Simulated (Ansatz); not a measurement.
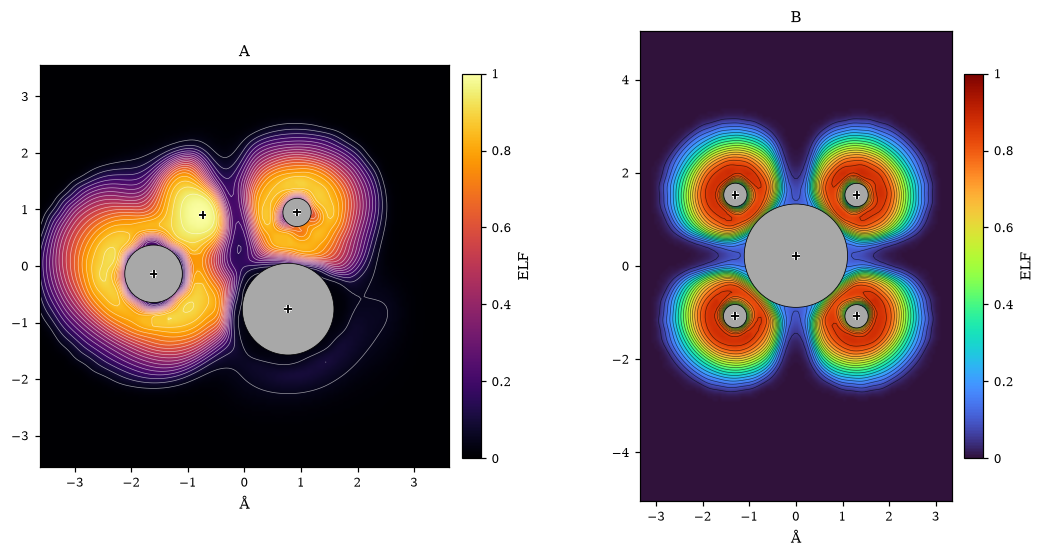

The ELF of 2 systems, each on a plane through atoms (crosses mark nuclei in the plane; grey discs cover the cores).

The calculation used RKS PBE/def2-SVP (Ansatz).

System 1: F$_{6}$Mo···HBr, the plane of atoms F3, Mo1 and F6. Core potentials replace the inner electrons of Mo.

```tsv
atom	x (Å)	y (Å)	z (Å)
Mo	-0.1841	-0.1839	-0.2400
F	0.0682	0.0843	1.5779
F	1.6401	-0.1918	-0.4837
F	-0.2182	1.6383	-0.4958
F	-2.0079	-0.1801	0.0227
F	-0.1543	-2.0057	0.0348
F	-0.4368	-0.4524	-2.0426
Br	2.4722	2.5358	2.2740
H	1.4964	1.5428	2.6271
```

System 2: AlClF$_{3}$H, the plane of atoms F2, Al1 and Cl5. 

```yaml
atoms:
  - { symbol: Al, position_ang: [0.0102, -0.1082, 0.0586] }
  - { symbol: F, position_ang: [0.0143, 0.1949, 1.7499] }
  - { symbol: F, position_ang: [1.4456, 0.1440, -0.7451] }
  - { symbol: F, position_ang: [-1.4485, 0.0665, -0.7237] }
  - { symbol: Cl, position_ang: [0.0781, -2.4257, 0.8849] }
  - { symbol: H, position_ang: [0.0592, -1.4723, 1.8456] }
```

Which map belongs to which system?

Panel A is system 2, AlClF$_{3}$H: the plane holds Al, F, Cl and H. Al–Cl (2.46 Å): the ELF peaks at about 0.85 in the valence shell of Cl, 0.8 Å from its nucleus, and is about 0.70 at the midpoint. Panel B is system 1, F$_{6}$Mo···HBr: the plane holds Mo and F. Mo–F (1.84 Å): the ELF peaks at about 0.85 in the valence shell of F, 0.5 Å from its nucleus, and drops to about 0.30 between the two atoms.
